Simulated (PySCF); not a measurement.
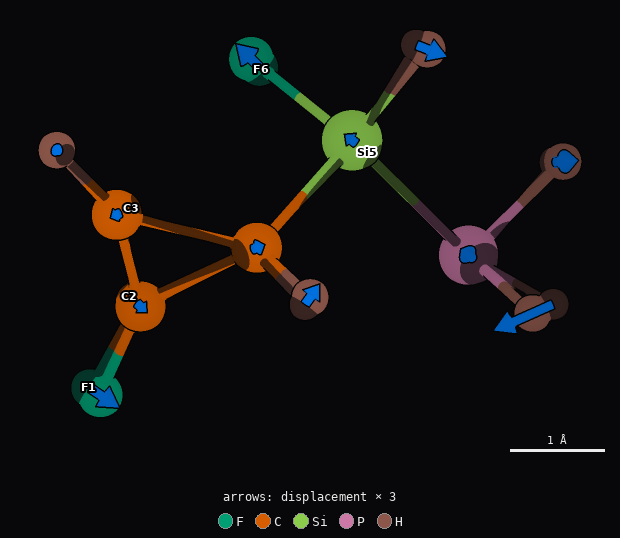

This is a relaxation of C3H5F2PSi. The starting structure is drawn faded, the final one solid; blue arrows show the displacements, 3 times their true length. The two geometries are superimposed by the best rigid fit.

The picture is a ball-and-stick view, seen at a tilt.

The start comes from GFN2-xTB. Its atoms were then displaced at random by about 0.01 Å.

Level of theory: PySCF, PBE0-D3(BJ)/def2-SVP geometry optimisation, gas phase. 

Q: Atoms of which element are displaced furthest, and by how much?

A: Hydrogen: up to 0.24 Å, against 0.14 Å for fluorine.

Q: What happened in the run?

A: After 9 geometry steps the energy has fallen by 17.8 kJ/mol. The atom that moves furthest after the best rigid fit is an H atom (0.24 Å). By element the largest moves are H 0.24 Å, F 0.14 Å, P 0.09 Å, Si 0.06 Å, C 0.06 Å. Near-neighbour distances that change, for instance: C–C 1.490 → 1.565 Å, C–Si 1.924 → 1.875 Å, H–P 1.386 → 1.429 Å, P–Si 2.225 → 2.255 Å. Among the angles between lasting bonds that change: P–Si–H 119.4° → 113.5°, C–C–H 150.6° → 155.3°, Si–P–H 95.2° → 90.7°.
